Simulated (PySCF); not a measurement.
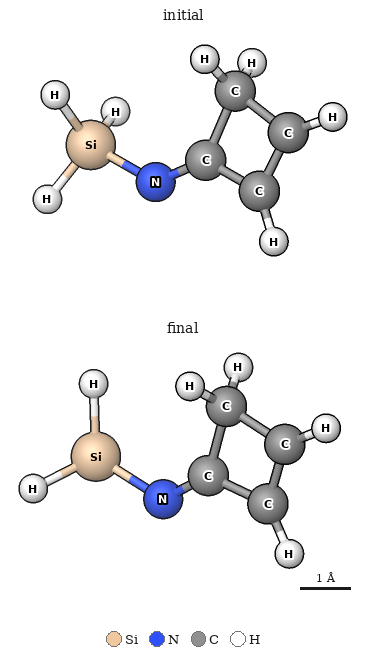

The structure of C₄H₇NSi before (top) and after (bottom) a relaxation, at one scale.

A ball-and-stick model, seen at a tilt.

The start comes from GFN2-xTB. Its atoms were then displaced at random by about 0.01 Å.

All numbers below come from PySCF, PBE0-D3(BJ)/def2-SVP geometry optimisation, gas phase. 

> What changed between the two?

An H atom moves most after the best rigid fit: 1.06 Å. Largest moves by element: H 1.06 Å, N 0.29 Å, C 0.26 Å, Si 0.11 Å. Some distances before and after: H–Si 1.428 → 1.492 Å, C–C 1.418 → 1.477 Å, H–Si 1.449 → 1.492 Å, C–H 1.074 → 1.103 Å. Among the angles between lasting bonds that change: Si–N–C 134.2° → 127.2°, N–Si–H 103.6° → 108.4°, H–Si–H 113.1° → 108.8°. Groups turn about N–Si by about 55°. After 11 geometry steps the energy has fallen by 0.270 eV. The run took 73 s on 1 thread of Arm Neoverse V1, with other jobs on the host.
